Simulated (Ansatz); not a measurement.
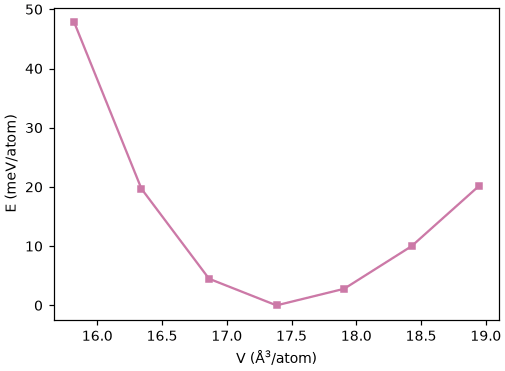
Figure. Bi2SO2 in space group Pnnm (No. 58; Bi on 4g, S on 2a, O on 4g) under volume change, plane-wave PAW PBEsol (Ansatz code), shape and atoms relaxed at each volume.

Problem. What does a third-order Birch–Murnaghan fit give for V₀, B₀ and B′?

Solution. V₀ = 17.44 Å³/atom, B₀ = 69.0 GPa, B′ = 10.9.

The workflow started from a Materials Project entry (that database holds measured and hypothetical structures alike); the Crystallography Open Database copy checked does not list it. Whether it is the stable phase at ambient conditions was not checked. The PBEsol relaxation kept the symmetry of its start; its stability against distortions is not shown here. Scalar-relativistic: spin–orbit coupling is off unless named, which matters more the heavier the elements.

Potentials: the later of the program's two PAW sets.
